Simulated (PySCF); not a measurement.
```tsv
atom	x (Å)	y (Å)	z (Å)
C	2.7621	-0.6999	0.0064
C	1.3239	-0.6685	0.4190
O	0.8805	-1.3773	1.2765
C	0.4643	0.2934	-0.3893
C	-0.8892	0.5688	0.2669
C	-1.7513	1.3714	-0.7363
C	-1.5987	-0.7190	0.6277
F	-1.7375	-1.5321	-0.4447
H	3.0723	0.1912	-0.5286
H	2.8877	-1.5701	-0.6434
H	3.3850	-0.8640	0.8855
H	0.3237	-0.1933	-1.3629
H	1.0092	1.2224	-0.5572
H	-0.7549	1.1548	1.1803
H	-1.9679	0.7812	-1.6230
H	-1.2260	2.2756	-1.0296
H	-2.6884	1.6449	-0.2593
H	-2.5790	-0.5991	1.1030
H	-0.9255	-1.2712	1.3435
```

Geometry: GFN2-xTB.

The calculation used UKS B3LYP, pcH-1 on C F H O, non-relativistic, mean-field spin-orbit, GIAO (PySCF 2.14.0, density-fitted response routines).

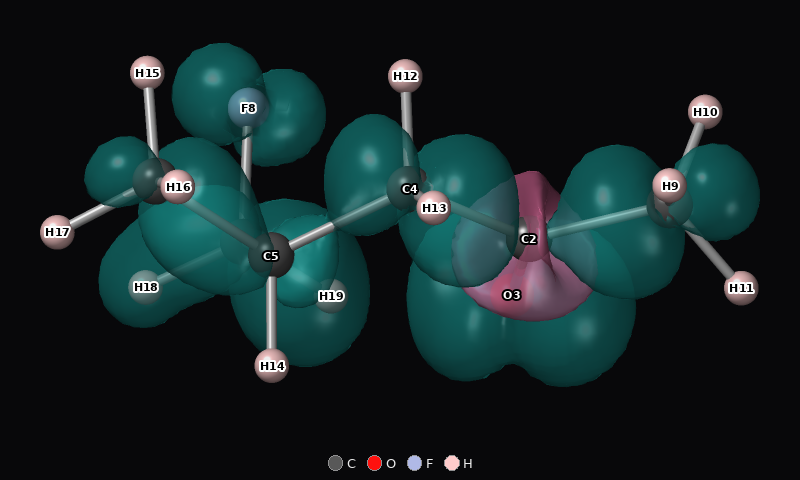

C$_{6}$H$_{11}$FO (charge +1, doublet). Isosurfaces of the spin density (α minus β) at +0.015 (teal) and −0.015 e/Å³ (pink), seen from one side.

**Describe the spin distribution.**

The unpaired spin (1 electron) lies mostly on O3 (about 0.4), C7 (about 0.1), C4 (about 0.1) and C1 (about 0.1), in electrons by Hirshfeld's partition.
